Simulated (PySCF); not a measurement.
# C₂H₇NO₂Si: geometry, spin-spin couplings

Aim: predict the spin-spin couplings of C₂H₇NO₂Si (`CO[SiH2]NC=O`).

Computed with PySCF 2.14.0, with density-fitted response routines of our own, on a single molecule in the gas phase. Atoms are numbered from 0 throughout.

## Step 1: The molecule as given

13 atoms, charge 0, multiplicity 1; geometry from: GFN2-xTB. The atoms were then displaced at random by about 0.01 Å, so the start is not that level's minimum.

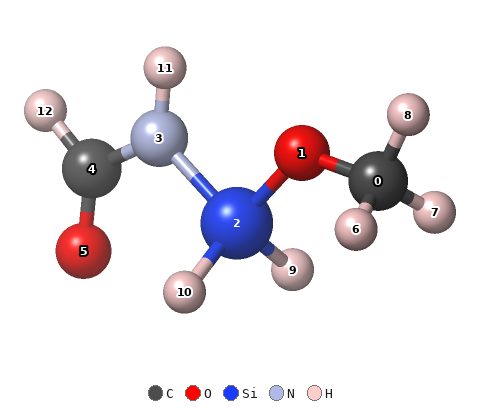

The starting geometry (carbon dark grey, oxygen red, silicon blue, nitrogen light blue, hydrogen pink), atoms numbered.

## Step 2: Geometry optimisation at PBE0-D3(BJ)/def2-SVP

The job: settings as JSON, then the geometry in Å.

```
{"job": {"xc": "PBE0", "basis": "def2-SVP", "d3": "d3bj", "grid": 1, "shake": 0.01, "kind": "geom"}, "charge": 0, "multiplicity": 1}
C     -2.030990     0.034420     1.723240
O     -1.088510     0.364400     0.763000
Si     0.273690    -0.444620     0.476180
N      0.934710     0.562480    -0.812860
C      2.074760     0.205480    -1.354890
O      2.702900    -0.740380    -0.969670
H     -2.455440    -0.936760     1.542860
H     -1.610580     0.088410     2.719170
H     -2.850020     0.805930     1.665800
H      1.196300    -0.404670     1.639300
H      0.036210    -1.801560     0.014910
H      0.421610     1.370340    -1.153810
H      2.401180     0.879650    -2.170860
```

Run with:

```
$ OMP_NUM_THREADS=1 python probes_run.py task.json out
```

This one command runs all jobs of the session in turn.

Output:

```text
step   0  E = -574.43247116  max force = 0.041849
step   1  E = -574.43920306  max force = 0.006890
step   2  E = -574.43946510  max force = 0.002896
step   3  E = -574.43947481  max force = 0.002701
step   4  E = -574.43949203  max force = 0.002928
step   5  E = -574.43951062  max force = 0.000853
step   6  E = -574.43951256  max force = 0.000826
step   7  E = -574.43951778  max force = 0.000198
optimisation converged
```

Wall time 76 s (1 thread of Arm Neoverse N1, shared host); peak memory 0.51 GiB.

The steps of the relaxation:

```
step  energy from step 0 (eV)  largest force component (eV/Å)
   0                   0.0000                          2.1520
   1                  -0.1832                          0.3543
   2                  -0.1903                          0.1489
   3                  -0.1906                          0.1389
   4                  -0.1910                          0.1506
   5                  -0.1916                          0.0439
   6                  -0.1916                          0.0425
   7                  -0.1917                          0.0102
```

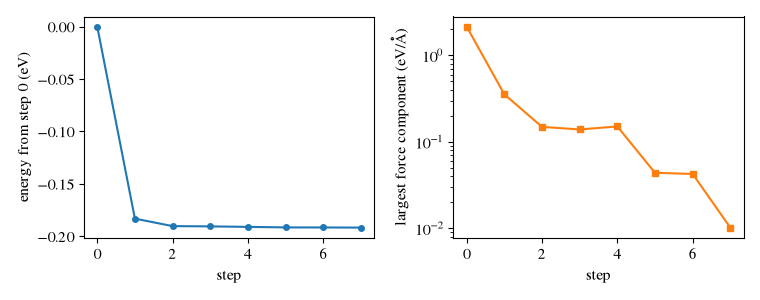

Energy and force, step by step.

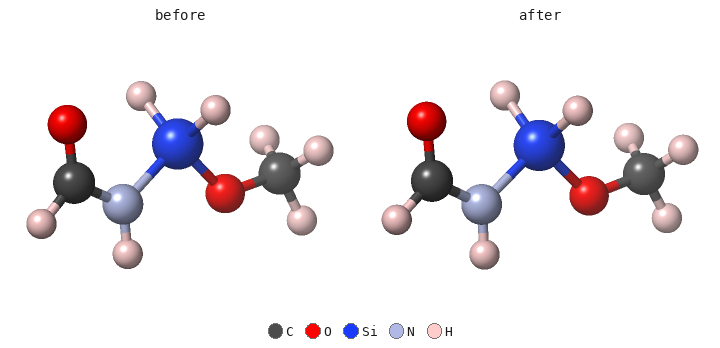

Before and after, at one scale.

Close pairs (by a distance rule), those that changed most:

```
   bond  before (Å)  after (Å)  change (Å)
 O1–Si2       1.610      1.662      +0.051
  N3–C4       1.312      1.356      +0.044
Si2–H10       1.453      1.489      +0.037
  C0–H6       1.075      1.106      +0.031
  C0–H8       1.127      1.100      -0.026
  C0–H7       1.082      1.106      +0.023
  C0–O1       1.385      1.399      +0.014
  C4–O5       1.199      1.213      +0.014
```

The next job starts from the end point, and lists it.

```
                         at the end point                 value
  point group (found at 0.08 Å tolerance)                    Cs
rotational constants (GHz, main isotopes)  11.572, 1.331, 1.221
                        dipole moment (D)                  3.24
```

## Step 3: Spin-spin couplings: B3LYP/cc-pVTZ

The job: settings as JSON, then the geometry in Å.

```
{"job": {"kind": "j", "xc": "B3LYP", "basis": "cc-pVTZ"}, "charge": 0, "multiplicity": 1}
C     -2.393522    -0.100439     1.940003
O     -1.464735     0.255243     0.955910
Si    -0.058889    -0.571919     0.639582
N      0.589439     0.381073    -0.698189
C      1.772373    -0.009278    -1.233220
O      2.378675    -0.974914    -0.820050
H     -2.802501    -1.115327     1.779556
H     -1.957759    -0.064495     2.955651
H     -3.233627     0.609702     1.908461
H      0.852082    -0.548181     1.817409
H     -0.347414    -1.972212     0.222062
H      0.113001     1.194853    -1.071936
H      2.142344     0.620232    -2.076886
```

With the program's defaults for keys left out, this is: B3LYP/cc-pVTZ indirect spin-spin coupling, non-relativistic, gas phase.

Output:

```text
coarse grid: 11376 points
cycle   1  E = -575.1087462923  dE =  7.813e-01  |g| = 1.121e+00  |ddm| = 7.102e+00
cycle   2  E = -574.1979017678  dE =  9.108e-01  |g| = 2.394e+00  |ddm| = 4.092e+00
cycle   3  E = -575.3083737252  dE = -1.110e+00  |g| = 3.691e-01  |ddm| = 3.073e+00
cycle   4  E = -575.3302536139  dE = -2.188e-02  |g| = 1.714e-01  |ddm| = 5.731e-01
cycle   5  E = -575.3354852694  dE = -5.232e-03  |g| = 2.704e-02  |ddm| = 1.983e-01
cycle   6  E = -575.3355979855  dE = -1.127e-04  |g| = 1.230e-02  |ddm| = 4.635e-02
cycle   7  E = -575.3356247177  dE = -2.673e-05  |g| = 2.844e-03  |ddm| = 1.610e-02
cycle   8  E = -575.3356263044  dE = -1.587e-06  |g| = 9.517e-04  |ddm| = 4.320e-03
final grid: 105360 points
cycle   9  E = -575.3284971557  dE = -4.568e-05  |g| = 6.239e-03  |ddm| = 6.387e-02
cycle  10  E = -575.3284822955  dE =  1.486e-05  |g| = 1.077e-02  |ddm| = 2.176e-02
cycle  11  E = -575.3285042022  dE = -2.191e-05  |g| = 2.290e-03  |ddm| = 1.343e-02
cycle  12  E = -575.3285052022  dE = -9.999e-07  |g| = 2.154e-04  |ddm| = 2.994e-03
cycle  13  E = -575.3285052085  dE = -6.361e-09  |g| = 1.242e-04  |ddm| = 3.927e-04
cycle  14  E = -575.3285052112  dE = -2.694e-09  |g| = 3.316e-05  |ddm| = 1.770e-04
cycle  15  E = -575.3285052114  dE = -1.916e-10  |g| = 8.567e-06  |ddm| = 4.597e-05
converged SCF energy = -575.3285052114

Indirect spin-spin couplings (Hz)
  i      j    bonds     total        FC       PSO       DSO        SD
  0 C    1 O    1     20.301    21.537    -1.116    -0.120         -
  0 C    2 Si   2     -0.740    -1.025     0.240     0.047    -0.002
  0 C    3 N    3     -1.044    -1.064     0.004     0.033    -0.018
  0 C    4 C    4      0.183     0.198     0.059    -0.074         -
  0 C    6 H    1    128.265   126.959     0.578     0.727         -
  0 C    7 H    1    128.542   127.240     0.576     0.725         -
  0 C    8 H    1    136.190   134.976     0.522     0.691         -
  0 C    9 H    3      0.040     0.085     0.083    -0.128         -
  0 C   10 H    3      0.151     0.191     0.079    -0.119         -
  0 C   11 H    4     -0.201    -0.137     0.201    -0.265         -
  0 C   12 H    5      0.542     0.602     0.207    -0.267         -
  1 O    2 Si   1    -16.801   -10.874    -6.424     0.060     0.438
  1 O    3 N    2      4.752     4.886    -0.145     0.008     0.003
  1 O    4 C    3     -2.001    -1.953    -0.088     0.040         -
  1 O    6 H    2     -1.752    -1.032    -0.841     0.121         -
  1 O    7 H    2     -1.882    -1.163    -0.839     0.121         -
  1 O    8 H    2     -9.571    -8.799    -0.855     0.084         -
  1 O    9 H    2     -3.944    -4.227     0.125     0.157         -
  1 O   10 H    2     -3.789    -4.074     0.128     0.157         -
  1 O   11 H    3     -0.400    -0.317     0.048    -0.131         -
  1 O   12 H    4     -0.964    -0.974    -0.136     0.146         -
  2 Si   3 N    1     19.686    20.984    -1.898     0.054     0.546
  2 Si   4 C    2     -0.394    -0.485     0.012     0.006     0.074
  2 Si   5 O    3      2.862     1.945     0.606     0.010     0.302
  2 Si   6 H    3     -1.585    -1.723     0.096     0.060    -0.017
  2 Si   7 H    3     -1.251    -1.390     0.088     0.069    -0.018
  2 Si   8 H    3    -14.130   -14.022    -0.373     0.380    -0.114
  2 Si   9 H    1   -198.545  -199.353     1.291    -0.382    -0.102
  2 Si  10 H    1   -197.905  -198.712     1.289    -0.382    -0.100
  2 Si  11 H    2     -4.827    -5.240     0.107     0.302     0.004
  2 Si  12 H    3     -7.968    -7.941    -0.322     0.338    -0.042
  3 N    4 C    1    -11.996   -15.388     3.501    -0.118     0.009
  3 N    5 O    2     -1.106     0.808    -2.713    -0.016     0.815
  3 N    9 H    2     -4.189    -4.306     0.029     0.077     0.012
  3 N   10 H    2     -4.144    -4.262     0.029     0.077     0.011
  3 N   11 H    1    -76.685   -73.338    -2.650    -0.439    -0.258
  3 N   12 H    2    -14.375   -14.808     0.361     0.101    -0.029
  4 C    5 O    1     17.957     4.453    13.583    -0.080         -
  4 C    9 H    3     -0.517    -0.332    -0.079    -0.106         -
  4 C   10 H    3     -0.510    -0.326    -0.077    -0.107         -
  4 C   11 H    2      1.131     2.393    -0.799    -0.463         -
  4 C   12 H    1    175.729   175.030    -0.445     1.143         -
  5 O    9 H    4     -0.500    -0.542     0.105    -0.063         -
  5 O   10 H    4     -0.484    -0.527     0.103    -0.061         -
  5 O   11 H    3     -1.900    -3.330     0.982     0.447         -
  5 O   12 H    2     -5.963    -7.835     1.489     0.383         -
  6 H    7 H    2     -8.023    -7.962     2.273    -2.333         -
  6 H    8 H    2    -10.666   -10.554     2.310    -2.421         -
  6 H   10 H    4      0.341     0.076    -0.566     0.832         -
  6 H   11 H    5     -0.220     0.021     0.790    -1.031         -
  6 H   12 H    6     -0.254    -0.032     0.690    -0.912         -
  7 H    8 H    2    -10.613   -10.499     2.314    -2.428         -
  7 H    9 H    4      0.327     0.084    -0.519     0.762         -
  7 H   11 H    5     -0.219     0.021     0.797    -1.038         -
  7 H   12 H    6     -0.254    -0.032     0.694    -0.915         -
  8 H    9 H    4     -0.511    -0.185     1.096    -1.422         -
  8 H   10 H    4     -0.516    -0.202     1.082    -1.397         -
  9 H   10 H    2     27.002    28.242     0.487    -1.728         -
  9 H   11 H    3      0.384     1.186     1.400    -2.201         -
 10 H   11 H    3      0.353     1.150     1.393    -2.190         -
 11 H   12 H    3      1.119     1.145     0.134    -0.161         -
```

Run time: 99 s. Hardware: 1 thread of Arm Neoverse N1, shared host; peak memory 0.97 GiB.

This basis has no tight s functions, so the Fermi-contact terms are rough.

A choice of the couplings up to four bonds, sorted by the number of bonds, with means over like pairs; isotopes 13C, 1H, 15N, 17O, 29Si:

```
   pair  bonds  J (Hz)  Fermi contact (Hz)  dihedral (°)
 Si2–H9      1  -198.2              -199.0             –
 C4–H12      1   175.7               175.0             –
  C0–H6      1   131.0               129.7             –
 N3–H11      1   -76.7               -73.3             –
  C0–O1      1    20.3                21.5             –
 Si2–N3      1    19.7                21.0             –
  C4–O5      1    18.0                 4.5             –
 O1–Si2      1   -16.8               -10.9             –
  N3–C4      1   -12.0               -15.4             –
 H9–H10      2    27.0                28.2             –
 N3–H12      2   -14.4               -14.8             –
  H6–H7      2    -9.8                -9.7             –
 O5–H12      2    -6.0                -7.8             –
Si2–H11      2    -4.8                -5.2             –
  O1–N3      2     4.8                 4.9             –
  O1–H6      2    -4.4                -3.7             –
  N3–H9      2    -4.2                -4.3             –
  O1–H9      2    -3.9                -4.2             –
Si2–H12      3    -8.0                -7.9           180
 Si2–H6      3    -5.7                -5.7             –
 Si2–O5      3     2.9                 1.9             0
  O1–C4      3    -2.0                -2.0           180
 O5–H11      3    -1.9                -3.3           180
H11–H12      3     1.1                 1.1             0
  C0–N3      3    -1.0                -1.1           179
```

The spin-dipole term was solved for some atoms only; pairs without it lack that part.

The response was solved for the nuclei of C, H, N, Si alone, so couplings that need other nuclei can be missing.

Quadrupole couplings from the field gradients of the same density:

```
atom  isotope  eQq/h (MHz)     η
  O1      17O       -9.915  0.47
  O5      17O        8.949  0.12
  N3      14N       -3.054  0.52
```

## Step 4: Spin-spin couplings: B3LYP/6-31G*

Same as in step 3 but for these lines:

```diff
@@ -1,2 +1,2 @@
-{"job": {"kind": "j", "xc": "B3LYP", "basis": "cc-pVTZ"}, "charge": 0, "multiplicity": 1}
+{"job": {"kind": "j", "xc": "B3LYP", "basis": "6-31G*"}, "charge": 0, "multiplicity": 1}
 C     -2.393522    -0.100439     1.940003
```

With the program's defaults for keys left out, this is: B3LYP/6-31G* indirect spin-spin coupling, non-relativistic, gas phase.

Output:

```text
coarse grid: 11376 points
cycle   1  E = -575.0070920624  dE =  8.064e-01  |g| = 1.059e+00  |ddm| = 3.333e+00
cycle   2  E = -574.1763694411  dE =  8.307e-01  |g| = 2.248e+00  |ddm| = 3.249e+00
cycle   3  E = -575.2052899454  dE = -1.029e+00  |g| = 3.422e-01  |ddm| = 2.600e+00
cycle   4  E = -575.2262869113  dE = -2.100e-02  |g| = 1.437e-01  |ddm| = 3.844e-01
cycle   5  E = -575.2302987717  dE = -4.012e-03  |g| = 2.248e-02  |ddm| = 1.168e-01
cycle   6  E = -575.2303986891  dE = -9.992e-05  |g| = 8.341e-03  |ddm| = 2.409e-02
cycle   7  E = -575.2304118976  dE = -1.321e-05  |g| = 2.362e-03  |ddm| = 7.631e-03
cycle   8  E = -575.2304130893  dE = -1.192e-06  |g| = 6.463e-04  |ddm| = 2.190e-03
final grid: 105360 points
cycle   9  E = -575.1676273826  dE = -1.049e-05  |g| = 5.629e-03  |ddm| = 1.290e-02
cycle  10  E = -575.1676143622  dE =  1.302e-05  |g| = 9.784e-03  |ddm| = 1.161e-02
cycle  11  E = -575.1676339821  dE = -1.962e-05  |g| = 1.977e-03  |ddm| = 8.237e-03
cycle  12  E = -575.1676348000  dE = -8.179e-07  |g| = 1.717e-04  |ddm| = 1.783e-03
cycle  13  E = -575.1676348051  dE = -5.072e-09  |g| = 8.533e-05  |ddm| = 1.941e-04
cycle  14  E = -575.1676348065  dE = -1.341e-09  |g| = 2.189e-05  |ddm| = 7.036e-05
cycle  15  E = -575.1676348066  dE = -1.010e-10  |g| = 6.250e-06  |ddm| = 2.415e-05
converged SCF energy = -575.1676348066

Indirect spin-spin couplings (Hz)
  i      j    bonds     total        FC       PSO       DSO        SD
  0 C    1 O    1      6.695     7.847    -1.024    -0.128         -
  0 C    2 Si   2     -0.792    -1.041     0.215     0.046    -0.013
  0 C    3 N    3     -1.020    -1.042     0.004     0.033    -0.016
  0 C    6 H    1    148.534   147.449     0.301     0.783         -
  0 C    7 H    1    148.811   147.730     0.299     0.782         -
  0 C    8 H    1    155.310   154.331     0.228     0.751         -
  0 C    9 H    3     -0.029     0.051     0.044    -0.123         -
  0 C   10 H    3      0.081     0.154     0.041    -0.114         -
  0 C   11 H    4     -0.236    -0.121     0.148    -0.263         -
  0 C   12 H    5      0.543     0.658     0.151    -0.265         -
  1 O    2 Si   1    -10.132    -5.107    -5.383     0.062     0.297
  1 O    3 N    2      4.599     4.718    -0.127     0.008     0.000
  1 O    4 C    3     -1.587    -1.539    -0.088     0.041         -
  1 O    6 H    2     -2.543    -1.994    -0.654     0.105         -
  1 O    7 H    2     -2.668    -2.119    -0.653     0.105         -
  1 O    8 H    2    -10.288    -9.693    -0.668     0.073         -
  1 O    9 H    2     -4.624    -4.891     0.117     0.149         -
  1 O   10 H    2     -4.471    -4.741     0.121     0.148         -
  1 O   11 H    3     -0.232    -0.170     0.066    -0.128         -
  1 O   12 H    4     -0.896    -0.928    -0.114     0.146         -
  2 Si   3 N    1     23.707    24.661    -1.456     0.054     0.447
  2 Si   4 C    2     -0.779    -0.871     0.029     0.005     0.057
  2 Si   5 O    3      2.217     1.342     0.590     0.011     0.274
  2 Si   6 H    3     -1.113    -1.205     0.049     0.057    -0.014
  2 Si   7 H    3     -0.850    -0.946     0.044     0.067    -0.016
  2 Si   8 H    3    -11.905   -11.917    -0.248     0.377    -0.117
  2 Si   9 H    1   -218.950  -219.122     1.096    -0.411    -0.513
  2 Si  10 H    1   -218.293  -218.467     1.096    -0.411    -0.511
  2 Si  11 H    2     -2.361    -3.083     0.441     0.293    -0.012
  2 Si  12 H    3     -6.721    -6.815    -0.198     0.334    -0.042
  3 N    4 C    1    -16.802   -19.667     2.986    -0.121     0.000
  3 N    5 O    2      1.465     3.068    -2.296    -0.015     0.707
  3 N    9 H    2     -3.913    -4.016     0.028     0.074     0.001
  3 N   10 H    2     -3.869    -3.973     0.028     0.074     0.001
  3 N   11 H    1    -79.903   -76.949    -2.234    -0.486    -0.234
  3 N   12 H    2    -13.996   -14.450     0.360     0.094    -0.000
  4 C    5 O    1      8.992    -2.907    11.996    -0.097         -
  4 C    6 H    5     -0.156    -0.018     0.090    -0.228         -
  4 C    7 H    5     -0.152    -0.014     0.092    -0.230         -
  4 C    9 H    3     -0.127     0.072    -0.096    -0.103         -
  4 C   10 H    3     -0.115     0.083    -0.094    -0.104         -
  4 C   11 H    2      1.533     2.794    -0.821    -0.440         -
  4 C   12 H    1    185.774   185.133    -0.576     1.217         -
  5 O    9 H    4     -0.728    -0.742     0.079    -0.065         -
  5 O   10 H    4     -0.709    -0.724     0.078    -0.063         -
  5 O   11 H    3     -0.820    -2.217     0.962     0.435         -
  5 O   12 H    2     -5.135    -7.126     1.632     0.358         -
  6 H    7 H    2    -11.558   -10.580     1.227    -2.206         -
  6 H    8 H    2    -13.676   -12.614     1.234    -2.296         -
  6 H    9 H    4     -0.261     0.267     0.255    -0.782         -
  6 H   10 H    4      0.632     0.266    -0.473     0.840         -
  6 H   11 H    5     -0.454     0.021     0.547    -1.022         -
  6 H   12 H    6     -0.459    -0.037     0.482    -0.904         -
  7 H    8 H    2    -13.618   -12.555     1.239    -2.303         -
  7 H    9 H    4      0.604     0.275    -0.442     0.771         -
  7 H   10 H    4     -0.245     0.278     0.265    -0.788         -
  7 H   11 H    5     -0.453     0.021     0.553    -1.028         -
  7 H   12 H    6     -0.459    -0.037     0.485    -0.907         -
  8 H    9 H    4     -0.861    -0.172     0.712    -1.401         -
  8 H   10 H    4     -0.866    -0.192     0.701    -1.376         -
  8 H   11 H    5     -0.199    -0.027     0.252    -0.424         -
  8 H   12 H    6     -0.318     0.022     0.447    -0.787         -
  9 H   10 H    2     28.493    30.158    -0.011    -1.654         -
  9 H   11 H    3     -0.150     1.128     0.885    -2.163         -
  9 H   12 H    4     -0.307     0.375     0.731    -1.413         -
 10 H   11 H    3     -0.179     1.093     0.880    -2.152         -
 10 H   12 H    4     -0.318     0.362     0.728    -1.408         -
 11 H   12 H    3      0.558     0.820    -0.167    -0.095         -
```

Run time: 22 s. Hardware: 1 thread of Arm Neoverse N1, shared host; peak memory 0.57 GiB.

This basis has no tight s functions, so the Fermi-contact terms are rough.

Key values: J(Si2,H9) -218.6 Hz, J(C4,H12) 185.8 Hz, J(C0,H6) 150.9 Hz (means over like pairs).

## Step 5: Comparing the runs: spin-spin couplings

Couplings (Hz), each a mean over the pairs like the one named, with basis size and wall time:

```
          run  Si2–H9  C4–H12  C0–H6  N3–H11  H9–H10  C0–O1  Si2–N3  functions  time
B3LYP/cc-pVTZ  -198.2   175.7  131.0   -76.7    27.0   20.3    19.7        282  99 s
 B3LYP/6-31G*  -218.6   185.8  150.9   -79.9    28.5    6.7    23.7        102  22 s
```

## Step 6: What came out

| quantity | value |
| --- | --- |
| point group | Cs |
| rotational constants (main isotopes) | 11.57, 1.33, 1.22 GHz |
| largest coupling of the table (B3LYP/cc-pVTZ) | ¹J(Si,H) Si2–H9, -198.2 Hz |
| range of J(Si2,H9), mean over like pairs | -218.6 to -198.2 Hz |

What this shows: The optimisation took 7 steps and gained 0.192 eV; among the close pairs (by a distance rule), O1–Si2 changed most, from 1.610 to 1.662 Å. Of the pairs tabulated at B3LYP/cc-pVTZ, Si2–H9 (mean over like pairs) couples most strongly (-198.2 Hz; Fermi contact -199.0 Hz). Couplings across rotatable bonds belong to this one conformer; where others are populated, the observed values are averages. The coupling Si2–H9, as a mean over pairs of its kind, runs from -218.6 Hz (B3LYP/6-31G*) to -198.2 Hz (B3LYP/cc-pVTZ). Couplings from bases without tight functions are rough.
